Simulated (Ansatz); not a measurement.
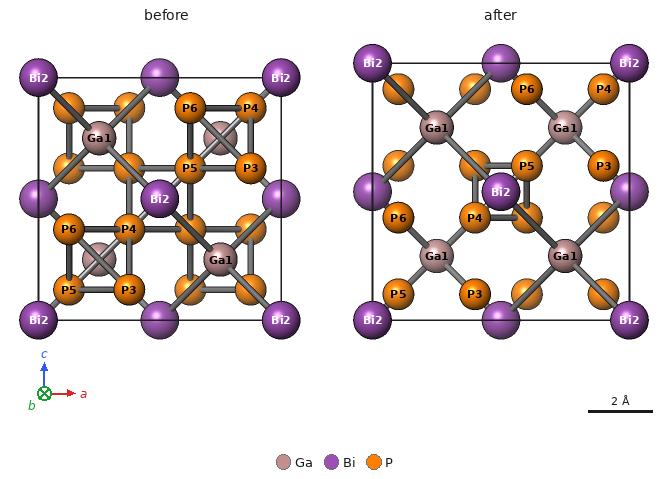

The structure of solid GaBiP$_{4}$ (built on the HoCdCu4 type) before (left) and after (right) a relaxation, at one scale.

Style: ball-and-stick. Shown: the conventional cell (4 times the calculation's cell), along the b axis. Lengths and directions refer to the drawn axes.

Case: HoCdCu4 type (F-43m, No. 216).

Method: Ansatz, DFT PBE, scalar-relativistic, plane waves, PAW.

The input:
```yaml
crystal:
  lattice:
    - [0.0, 3.7970472889, 3.7970472889]
    - [3.7970472889, 0.0, 3.7970472889]
    - [3.7970472889, 3.7970472889, 0.0]
  atoms:
    - { symbol: Ga, position: [0.25, 0.25, 0.25] }
    - { symbol: Bi, position: [0.0, 0.0, 0.0] }
    - { symbol: P, position: [0.62577, 0.12269, 0.62577] }
    - { symbol: P, position: [0.62577, 0.62577, 0.12269] }
    - { symbol: P, position: [0.62577, 0.62577, 0.62577] }
    - { symbol: P, position: [0.12269, 0.62577, 0.62577] }
basis:
  ecutwfc: 420
kpoints:
  mp_grid: { grid: [8, 8, 8] }
hamiltonian:
  xc: pbe
scf:
  occupations: { method: gaussian, width: 0.1 }
output:
  forces: true
  stress: true
  eigenvalues: true
relax:
  adjacent_minimum: "off"
  f_tol: 0.01
  max_steps: 80
  cell: { stress_tol: 0.05 }
```

Command:
```bash
ansatz run input.yaml --threads 1 --pin off --max-ram 2560MiB --backend cpu --events-out ev --progress --plain --runs-dir out
```

Question: What changed between the two?

Answer: Over 10 accepted moves (13 points after the start) the energy falls by 112 meV per atom. Largest force component: 0.064 eV/Å at the start, 0.00076 eV/Å at the end. Pressure: 1.20 GPa at the start and 0.02 GPa at the end. The line search rejected the trial step at point 5 of the run. At 2 points the geometry stayed and the basis and grid were re-selected for the new cell (energy shift of 1.6 meV per atom at most each time). The largest moves relative to the cell, 0.35 Å, are those of P3, P4, P5 and P6. P5 goes along [−1 1 −1]. Bi and Ga stay in place. Cell: a = b = c 7.594 → 8.041 Å (+5.9 %). Volume +18.7 %. Some distances before and after: P3–P4 2.668 → 3.393 Å, P3–P4 (another image) 2.701 → 2.293 Å, Ga1–Bi2 3.288 → 3.482 Å. The space group stays F-43m (No. 216). Cost: 2.1 min on 1 thread of Oxide Virtual Turin-like Processor (Zen 5), on a shared host, peak memory 0.47 GiB.
